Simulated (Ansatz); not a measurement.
**TiB (sextet): energies up the ladder**

Wanted for TiB (sextet): energies up the ladder. Spin multiplicity 6.

Computed with Ansatz 0.2.0 (the levels named in each step, unless a step's input says otherwise).

### 1 Starting point

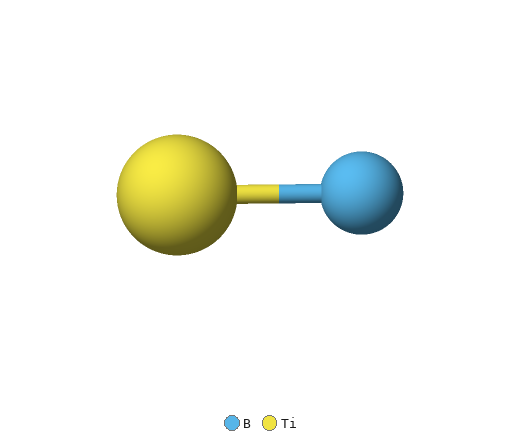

Start, viewed from a chosen angle; boron blue, titanium yellow.

Structure file:

```xyz
2

B     0.0000    0.0000    0.0000
Ti    0.0000    0.0000    1.9446
```

### 2 A rough first relaxation, PBE-D4/def2-SVP

input.yaml reads:

```yaml
crystal:
  periodic: [false, false, false]
  atoms:
    - { symbol: B, position_ang: [0.0, 0.0, 0.0] }
    - { symbol: Ti, position_ang: [0.0, 0.0, 1.9446] }
magnetization:
  spin_polarized: true
  initial_magnetization: 5
basis:
  gaussian: { orbitals: def2-SVP }
hamiltonian:
  xc: pbe
  dispersion: d4
relax:
  f_tol: 0.03
  max_steps: 200
```

Command:

```sh
$ ansatz run input.yaml --threads 2 --pin off --max-ram 5120MiB --backend cpu --events-out ev --progress --plain --runs-dir out
```

What it wrote (excerpt; [...] marks lines left out):

```text
Warning: RAYON_NUM_THREADS=2 ignored (pool sized by the plan → 2); use --threads N
[...]
Functional definition: PBE
[...]
534 factors; their error is unknown
[...]
mean field -23774.43615406 eV, -873.6944137701 hartree, gradient 6.8e-6 eV, S^2 8.751333; 7 other end points of the search recorded, 0 dependent functions left out
[...]
reference -23774.43620454 eV, -873.6944156253 hartree; 16, 11 occupied and 29, 34 virtual orbitals, 534 factors
relax step   1: F+E_penalty+E_count = -23774.47619560 eV  Δ(F+E_penalty+E_count) = +0.000e0 eV  max|allowed force component| = 1.640e0 eV/Å  Δτ_max = 0.0000 Å  (467 SCF iters, accepted)
[...]
relax step   3: F+E_penalty+E_count = -23774.55849998 eV  Δ(F+E_penalty+E_count) = -1.211e-2 eV  max|allowed force component| = 3.649e-2 eV/Å  Δτ_max = 0.0202 Å  (32 SCF iters, accepted)
[...]
relax step   4: F+E_penalty+E_count = -23774.55855396 eV  Δ(F+E_penalty+E_count) = -5.398e-5 eV  max|allowed force component| = 7.862e-4 eV/Å  Δτ_max = 0.0015 Å  (24 SCF iters, accepted)
534 factors; their error is unknown
[...]
mean field -23774.51828448 eV, -873.6974320075 hartree, gradient 2.3e-5 eV, S^2 8.751618; 7 other end points of the search recorded, 0 dependent functions left out
[...]
reference -23774.51833473 eV, -873.6974338542 hartree; 16, 11 occupied and 29, 34 virtual orbitals, 534 factors
Total energy: -23774.55860421 eV, -873.6989137302 hartree
Atom 0 at    -0.000000     0.000000    -0.053950 Å, force     0.000000     0.000000     0.000786 eV/Å
Atom 1 at     0.000000    -0.000000     1.998550 Å, force    -0.000000    -0.000000    -0.000786 eV/Å
Dipole moment:    -0.000000    -0.000000     0.707715 e Å
```

Wall time 8 s (2 threads of AMD EPYC 9R45 (Zen 5), shared host); peak memory 0.14 GiB.

The steps of the relaxation:

```csv
step,E - E(step 1) (eV),largest force component (eV/Å)
1,0.0000,1.6399
2,-0.0702,0.5784
3,-0.0823,0.0365
4,-0.0824,0.0008
```

Step 1 is the start.

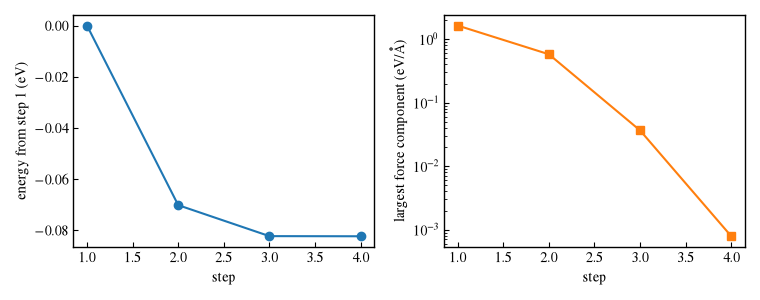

Energy and largest force along the relaxation.

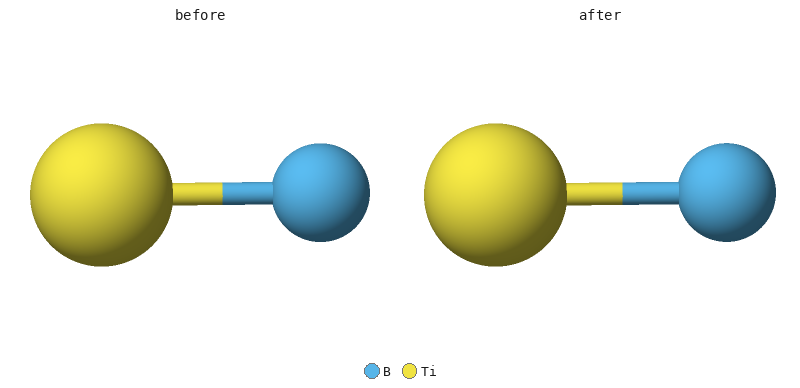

The structure before (left) and after (right) the relaxation, drawn at the same scale.

Before: Bond lengths: B1–Ti2 1.945 Å.

After: Bond lengths: B1–Ti2 2.052 Å.

### 3 Relaxation, PBE0-D4/def2-TZVPP

input.yaml reads:

```yaml
crystal:
  periodic: [false, false, false]
  atoms:
    - { symbol: B, position_ang: [0.0, 0.0, -0.05394968] }
    - { symbol: Ti, position_ang: [0.0, 0.0, 1.99854968] }
magnetization:
  spin_polarized: true
  initial_magnetization: 5
basis:
  gaussian: { orbitals: def2-TZVPP }
hamiltonian:
  xc: pbe0
  dispersion: d4
relax:
  f_tol: 0.002
  max_steps: 150
```

Command:

```sh
$ ansatz run input.yaml --threads 2 --pin off --max-ram 5120MiB --backend cpu --events-out ev --progress --plain --runs-dir out
```

What it wrote (excerpt; [...] marks lines left out):

```text
Warning: RAYON_NUM_THREADS=2 ignored (pool sized by the plan → 2); use --threads N
[...]
Functional definition: PBE0
[...]
681 factors; their error is unknown
[...]
mean field -23778.97597718 eV, -873.8612491925 hartree, gradient 1.3e-5 eV, S^2 8.754222; 5 other end points of the search recorded, 0 dependent functions left out
[...]
reference -23778.97600609 eV, -873.8612502548 hartree; 16, 11 occupied and 79, 84 virtual orbitals, 681 factors
relax step   1: F+E_penalty+E_count = -23779.00961602 eV  Δ(F+E_penalty+E_count) = +0.000e0 eV  max|allowed force component| = 3.264e-1 eV/Å  Δτ_max = 0.0000 Å  (75 SCF iters, accepted)
[...]
relax step   2: F+E_penalty+E_count = -23779.01362086 eV  Δ(F+E_penalty+E_count) = -4.005e-3 eV  max|allowed force component| = 7.576e-2 eV/Å  Δτ_max = 0.0099 Å  (50 SCF iters, accepted)
[...]
relax step   3: F+E_penalty+E_count = -23779.01383663 eV  Δ(F+E_penalty+E_count) = -2.158e-4 eV  max|allowed force component| = 8.146e-4 eV/Å  Δτ_max = 0.0029 Å  (50 SCF iters, accepted)
681 factors; their error is unknown
[...]
mean field -23778.98029928 eV, -873.8614080270 hartree, gradient 1.8e-5 eV, S^2 8.754076; 6 other end points of the search recorded, 0 dependent functions left out
[...]
reference -23778.98032817 eV, -873.8614090885 hartree; 16, 11 occupied and 79, 84 virtual orbitals, 681 factors
Total energy: -23779.01386551 eV, -873.8626415631 hartree
Atom 0 at    -0.000000    -0.000000    -0.041206 Å, force    -0.000000     0.000000    -0.000815 eV/Å
Atom 1 at     0.000000     0.000000     1.985806 Å, force     0.000000    -0.000000     0.000815 eV/Å
Dipole moment:     0.000000    -0.000000     0.726852 e Å
```

It took 5.1 s on 2 threads of AMD EPYC 9R45 (Zen 5), shared host; peak memory 0.2 GiB.

The steps of the relaxation:

| step | E - E(step 1) (eV) | largest force component (eV/Å) |
| --- | --- | --- |
| 1 | 0.0000 | 0.3264 |
| 2 | -0.0040 | 0.0758 |
| 3 | -0.0042 | 0.0008 |

Step 1 is the start.

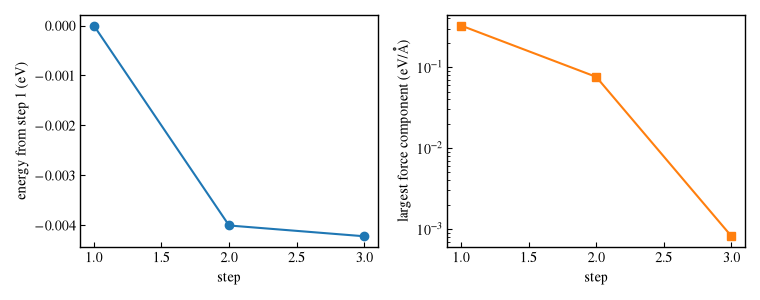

Energy and largest force along the relaxation.

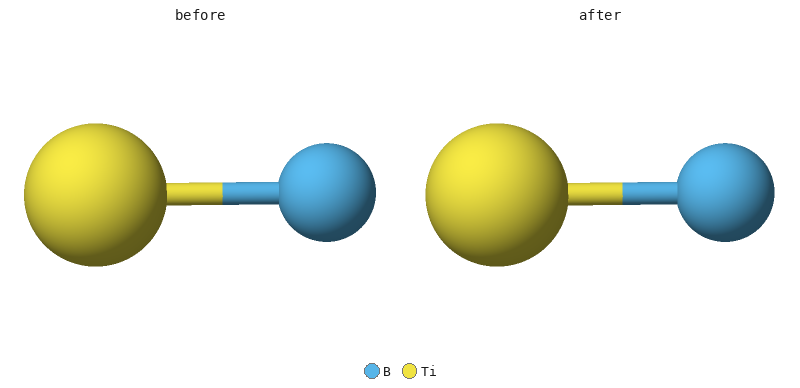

Before and after, at one scale. The change is too small to see at this scale.

Before: Bond lengths: B1–Ti2 2.052 Å.

After: Bond lengths: B1–Ti2 2.027 Å.

### 4 Frequencies, PBE0-D4/def2-TZVPP

input.yaml reads:

```yaml
crystal:
  periodic: [false, false, false]
  atoms:
    - { symbol: B, position_ang: [0.0, 0.0, -0.04120604] }
    - { symbol: Ti, position_ang: [0.0, 0.0, 1.98580604] }
magnetization:
  spin_polarized: true
  initial_magnetization: 5
basis:
  gaussian: { orbitals: def2-TZVPP }
hamiltonian:
  xc: pbe0
  dispersion: d4
phonons: {}
```

Command:

```sh
$ ansatz run input.yaml --threads 2 --pin off --max-ram 5120MiB --backend cpu --events-out ev --progress --plain --runs-dir out
```

What it wrote (excerpt; [...] marks lines left out):

```text
Warning: RAYON_NUM_THREADS=2 ignored (pool sized by the plan → 2); use --threads N
[...]
[... 1 set-up line as earlier in the session ...]
[...]
681 factors; their error is unknown
[...]
mean field -23778.98029928 eV, -873.8614080270 hartree, gradient 2.0e-5 eV, S^2 8.754076; 5 other end points of the search recorded, 0 dependent functions left out
[...]
reference -23778.98032817 eV, -873.8614090885 hartree; 16, 11 occupied and 79, 84 virtual orbitals, 681 factors
[...]
681 factors; their error is unknown
mean field -23778.98029928 eV, -873.8614080268 hartree, gradient 6.2e-7 eV, S^2 8.754076; 0 other end points of the search recorded, 0 dependent functions left out
[...]
reference -23778.98032817 eV, -873.8614090884 hartree; 16, 11 occupied and 79, 84 virtual orbitals, 681 factors
[...]
681 factors; their error is unknown
[...]
reference -23778.98032817 eV, -873.8614090884 hartree; 16, 11 occupied and 79, 84 virtual orbitals, 681 factors
[...]
681 factors; their error is unknown
mean field -23778.98025114 eV, -873.8614062577 hartree, gradient 1.6e-6 eV, S^2 8.754090; 0 other end points of the search recorded, 0 dependent functions left out
[...]
reference -23778.98028003 eV, -873.8614073194 hartree; 16, 11 occupied and 79, 84 virtual orbitals, 681 factors
[...]
681 factors; their error is unknown
mean field -23778.98026266 eV, -873.8614066812 hartree, gradient 2.4e-6 eV, S^2 8.754062; 0 other end points of the search recorded, 0 dependent functions left out
[...]
reference -23778.98029155 eV, -873.8614077427 hartree; 16, 11 occupied and 79, 84 virtual orbitals, 681 factors
Total energy: -23779.01386551 eV, -873.8626415631 hartree
Atom 0 at     0.000000     0.000000    -0.041206 Å, force     0.000000     0.000000    -0.000817 eV/Å
Atom 1 at     0.000000     0.000000     1.985806 Å, force     0.000000    -0.000000     0.000817 eV/Å
Dipole moment:     0.000000     0.000000     0.726853 e Å
Vibrations: 646.70 cm⁻¹, zero-point energy 0.040090 eV
```

Wall time 9.3 s (2 threads of AMD EPYC 9R45 (Zen 5), shared host); peak memory 0.2 GiB.

Harmonic frequencies (cm⁻¹; negative: imaginary): 647.

### 5 Single point, PBE-D4/def2-TZVPP

input.yaml, as its differences from that of step 4:

```diff
@@ -11,4 +11,3 @@
 hamiltonian:
-  xc: pbe0
+  xc: pbe
   dispersion: d4
-phonons: {}
```

Command:

```sh
$ ansatz run input.yaml --threads 2 --pin off --max-ram 5120MiB --backend cpu --events-out ev --progress --plain --runs-dir out
```

What it wrote (excerpt; [...] marks lines left out):

```text
Warning: RAYON_NUM_THREADS=2 ignored (pool sized by the plan → 2); use --threads N
[...]
[... 1 set-up line as earlier in the session ...]
[...]
601 factors; their error is unknown
[...]
mean field -23778.42355537 eV, -873.8409480656 hartree, gradient 1.8e-5 eV, S^2 8.751815; 11 other end points of the search recorded, 0 dependent functions left out
reference -23778.42359376 eV, -873.8409494763 hartree; 16, 11 occupied and 79, 84 virtual orbitals, 601 factors
Total energy: -23778.46374818 eV, -873.8424251242 hartree
```

Wall time 7 s (2 threads of AMD EPYC 9R45 (Zen 5), shared host); peak memory 0.2 GiB.

### 6 Single point, r2SCAN-D4/def2-TZVPP

input.yaml, as its differences from that of step 5:

```diff
@@ -11,3 +11,3 @@
 hamiltonian:
-  xc: pbe
+  xc: r2scan
   dispersion: d4
```

Command:

```sh
$ ansatz run input.yaml --threads 2 --pin off --max-ram 5120MiB --backend cpu --events-out ev --progress --plain --runs-dir out
```

What it wrote (excerpt; [...] marks lines left out):

```text
Warning: RAYON_NUM_THREADS=2 ignored (pool sized by the plan → 2); use --threads N
[...]
Functional definition: r2SCAN
[...]
601 factors; their error is unknown
[...]
mean field -23784.36989834 eV, -874.0594721391 hartree, gradient 2.4e-5 eV, S^2 8.754625; 8 other end points of the search recorded, 0 dependent functions left out
reference -23784.36991661 eV, -874.0594728103 hartree; 16, 11 occupied and 79, 84 virtual orbitals, 601 factors
Total energy: -23784.37708425 eV, -874.0597362163 hartree
```

Run time: 9.2 s. Hardware: 2 threads of AMD EPYC 9R45 (Zen 5), shared host; peak memory 0.25 GiB.

### 7 Single point, B3LYP-D4/def2-TZVPP

input.yaml, as its differences from that of step 6:

```diff
@@ -11,3 +11,3 @@
 hamiltonian:
-  xc: r2scan
+  xc: { name: B3LYP }
   dispersion: d4
```

Command:

```sh
$ ansatz run input.yaml --threads 2 --pin off --max-ram 5120MiB --backend cpu --events-out ev --progress --plain --runs-dir out
```

What it wrote:

```text
Warning: RAYON_NUM_THREADS=2 ignored (pool sized by the plan → 2); use --threads N
Engine: ansatz 0.2.0, x86_64-unknown-linux-gnu
Functional definition: B3LYP
  parameter a0 = 0.2
  parameter ax = 0.72
  parameter ac = 0.81
  exchange = (1 - a0 - ax)*slater_x + ax*b88_x + a0*exact_x
  correlation = (1 - ac)*vwn_rpa_c + ac*lyp_c
667 factors; their error is unknown
mean field evaluation 1: about -23773.9021 eV, gradient 5.3e1 eV
mean field evaluation 2: about -23729.2412 eV, gradient 9.7e1 eV
mean field evaluation 4: about -23780.8996 eV, gradient 2.8e1 eV
mean field evaluation 8: about -23785.7535 eV, gradient 4.3e-1 eV
mean field evaluation 16: about -23785.8703 eV, gradient 5.3e-3 eV
mean field evaluation 32: about -23784.9986 eV, gradient 3.7e0 eV
mean field -23785.87028049 eV, -874.1146101660 hartree, gradient 3.8e-5 eV, S^2 8.753125; 5 other end points of the search recorded, 0 dependent functions left out
reference -23785.87046171 eV, -874.1146168257 hartree; 16, 11 occupied and 79, 84 virtual orbitals, 667 factors
Total energy: -23785.93816315 eV, -874.1171048078 hartree
```

Wall time 1.6 s (2 threads of AMD EPYC 9R45 (Zen 5), shared host); peak memory 0.19 GiB.

### 8 Single point, wB97M-V/def2-TZVPP

input.yaml, as its differences from that of step 7:

```diff
@@ -11,3 +11,2 @@
 hamiltonian:
-  xc: { name: B3LYP }
-  dispersion: d4
+  xc: { name: wB97M-V }
```

Command:

```sh
$ ansatz run input.yaml --threads 2 --pin off --max-ram 5120MiB --backend cpu --events-out ev --progress --plain --runs-dir out
```

What it wrote (excerpt; [...] marks lines left out):

```text
Warning: RAYON_NUM_THREADS=2 ignored (pool sized by the plan → 2); use --threads N
[...]
Functional definition: wB97M-V
[...]
  gx(w, u) = 1 - cx + cx01*u + cx10*w
  gss(w, u) = css00 + css04*u^4 + css10*w + css20*w^2 + css43*w^4*u^3
  gos(w, u) = cos00 + cos10*w + (cos20 + cos21*u)*w^2 + (cos60 + cos61*u)*w^6
[...]
      + integral(e_c_pw_mod_opposite_spin*gos(b97_w_opposite, b97_u_opposite)) + vv10(b, c)
633 factors; their error is unknown
124 factors; integrals over basis functions are off by at most 1.1e-4 eV
[...]
mean field -23783.23651065 eV, -874.0178209098 hartree, gradient 1.2e-5 eV, S^2 8.754842; 5 other end points of the search recorded, 0 dependent functions left out
reference -23783.23654515 eV, -874.0178221776 hartree; 16, 11 occupied and 79, 84 virtual orbitals, 633 factors
Total energy: -23783.23654515 eV, -874.0178221776 hartree
```

Wall time 8.5 s (2 threads of AMD EPYC 9R45 (Zen 5), shared host); peak memory 0.36 GiB.

### 9 Single point, B2PLYP/def2-TZVPP

input.yaml, as its differences from that of step 8:

```diff
@@ -11,2 +11,2 @@
 hamiltonian:
-  xc: { name: wB97M-V }
+  xc: { name: B2PLYP }
```

Command:

```sh
$ ansatz run input.yaml --threads 2 --pin off --max-ram 5120MiB --backend cpu --events-out ev --progress --plain --runs-dir out
```

What it wrote (excerpt; [...] marks lines left out):

```text
Warning: RAYON_NUM_THREADS=2 ignored (pool sized by the plan → 2); use --threads N
[...]
Functional definition: B2PLYP
[...]
637 factors; integrals over basis functions are off by at most 1.1e-3 eV
[...]
mean field -23776.16767030 eV, -873.7580458182 hartree, gradient 6.5e-6 eV, S^2 8.759067; 6 other end points of the search recorded, 0 dependent functions left out
6 core orbitals not correlated: weight in the atoms' cores, before any rotation towards them, 1.000 or more for the frozen orbitals, at most 0.000 for the correlated occupied ones
reference -23776.16778332 eV, -873.7580499718 hartree; 10, 5 occupied and 79, 84 virtual orbitals, 637 factors
second order -13.89556959 eV of doubles, -0.00000000 eV of singles
Total energy: -23779.91958711 eV, -873.8959262180 hartree
```

Wall time 5 s (2 threads of AMD EPYC 9R45 (Zen 5), shared host); peak memory 0.2 GiB.

### 10 Single point, LDA/def2-TZVPP

input.yaml, as its differences from that of step 9:

```diff
@@ -11,2 +11,2 @@
 hamiltonian:
-  xc: { name: B2PLYP }
+  xc: lda
```

Command:

```sh
$ ansatz run input.yaml --threads 2 --pin off --max-ram 5120MiB --backend cpu --events-out ev --progress --plain --runs-dir out
```

What it wrote:

```text
Warning: RAYON_NUM_THREADS=2 ignored (pool sized by the plan → 2); use --threads N
[... 1 set-up line as earlier in the session ...]
Functional definition: SPW92
  exchange = slater_x
  correlation = pw_c
601 factors; their error is unknown
mean field evaluation 1: about -23701.3726 eV, gradient 7.2e1 eV
mean field evaluation 2: about -23621.8065 eV, gradient 1.3e2 eV
mean field evaluation 4: about -23708.3001 eV, gradient 4.1e1 eV
mean field evaluation 8: about -23722.1421 eV, gradient 9.1e-1 eV
mean field evaluation 16: about -23722.1439 eV, gradient 3.6e-5 eV
mean field evaluation 32: about -23721.1485 eV, gradient 2.7e-2 eV
mean field evaluation 64: about -23720.4812 eV, gradient 2.0e0 eV
mean field evaluation 96: about -23722.1443 eV, gradient 9.5e-3 eV
mean field -23722.14391568 eV, -871.7727094547 hartree, gradient 4.2e-5 eV, S^2 8.751423; 11 other end points of the search recorded, 0 dependent functions left out
reference -23722.14394583 eV, -871.7727105624 hartree; 16, 11 occupied and 79, 84 virtual orbitals, 601 factors
Total energy: -23722.14394583 eV, -871.7727105624 hartree
```

Run time: 2.4 s. Hardware: 2 threads of AMD EPYC 9R45 (Zen 5), shared host; peak memory 0.19 GiB.

### 11 Single point, PBE0-D4/def2-SVP

input.yaml, as its differences from that of step 10:

```diff
@@ -9,4 +9,5 @@
 basis:
-  gaussian: { orbitals: def2-TZVPP }
+  gaussian: { orbitals: def2-SVP }
 hamiltonian:
-  xc: lda
+  xc: pbe0
+  dispersion: d4
```

Command:

```sh
$ ansatz run input.yaml --threads 2 --pin off --max-ram 5120MiB --backend cpu --events-out ev --progress --plain --runs-dir out
```

What it wrote:

```text
Warning: RAYON_NUM_THREADS=2 ignored (pool sized by the plan → 2); use --threads N
[... 2 set-up lines as earlier in the session ...]
  parameter a = 0.25
  parameter kappa = 0.804
  parameter beta = 0.06672455060314922
  exchange = (1 - a)*pbe_x(kappa = kappa, mu = beta*pi^2/3) + a*exact_x
  correlation = pbe_c(beta = beta)
494 factors; integrals over basis functions are off by at most 1.3e-3 eV
mean field evaluation 1: about -23773.4450 eV, gradient 1.5e1 eV
mean field evaluation 2: about -23771.8264 eV, gradient 2.1e1 eV
mean field evaluation 4: about -23775.0959 eV, gradient 1.1e0 eV
mean field evaluation 8: about -23775.1374 eV, gradient 6.8e-2 eV
mean field evaluation 16: about -23775.1375 eV, gradient 1.4e-4 eV
mean field evaluation 32: about -23775.0189 eV, gradient 1.3e0 eV
mean field -23775.13746000 eV, -873.7201862880 hartree, gradient 2.8e-5 eV, S^2 8.754004; 5 other end points of the search recorded, 0 dependent functions left out
reference -23775.13749782 eV, -873.7201876777 hartree; 16, 11 occupied and 29, 34 virtual orbitals, 494 factors
Total energy: -23775.17103516 eV, -873.7214201523 hartree
```

Wall time 0.95 s (2 threads of AMD EPYC 9R45 (Zen 5), shared host); peak memory 0.13 GiB.

### 12 Single point, PBE-D4/def2-SVP

input.yaml, as its differences from that of step 11:

```diff
@@ -11,3 +11,3 @@
 hamiltonian:
-  xc: pbe0
+  xc: pbe
   dispersion: d4
```

Command:

```sh
$ ansatz run input.yaml --threads 2 --pin off --max-ram 5120MiB --backend cpu --events-out ev --progress --plain --runs-dir out
```

What it wrote (excerpt; [...] marks lines left out):

```text
Warning: RAYON_NUM_THREADS=2 ignored (pool sized by the plan → 2); use --threads N
[...]
[... 1 set-up line as earlier in the session ...]
[...]
534 factors; their error is unknown
[...]
mean field -23774.51430833 eV, -873.6972858864 hartree, gradient 1.4e-5 eV, S^2 8.751547; 8 other end points of the search recorded, 0 dependent functions left out
reference -23774.51435863 eV, -873.6972877352 hartree; 16, 11 occupied and 29, 34 virtual orbitals, 534 factors
Total energy: -23774.55451306 eV, -873.6987633831 hartree
```

Run time: 4 s. Hardware: 2 threads of AMD EPYC 9R45 (Zen 5), shared host; peak memory 0.13 GiB.

### 13 The levels compared

```
             level  B1–Ti2 (Å)  rotational constants (MHz)  dipole (D)  highest frequency (cm⁻¹)  CPU time
PBE0-D4/def2-TZVPP      2.0270                       13738        3.49                       647     9.5 s
```

Constants are for the commonest isotopes at the equilibrium geometry; times are CPU times of the relaxations.

### 14 Total energies

```
               level  energy (eV)  CPU time
   PBE-D4/def2-TZVPP  -23778.4637      13 s
r2SCAN-D4/def2-TZVPP  -23784.3771      18 s
 B3LYP-D4/def2-TZVPP  -23785.9382     2.9 s
  wB97M-V/def2-TZVPP  -23783.2365      17 s
   B2PLYP/def2-TZVPP  -23779.9196     9.4 s
      LDA/def2-TZVPP  -23722.1439     4.2 s
    PBE0-D4/def2-SVP  -23775.1710     1.7 s
     PBE-D4/def2-SVP  -23774.5545     7.2 s
```

### 15 Outcome

```
                         quantity          value
     B1–Ti2 at PBE0-D4/def2-TZVPP        2.027 Å
frequencies at PBE0-D4/def2-TZVPP       647 cm⁻¹
        energy at PBE-D4/def2-SVP  -23774.555 eV
```

No mode is imaginary, so the geometry is a minimum. These totals serve in differences with atoms or fragments at the same level; alone they don't rank the methods.
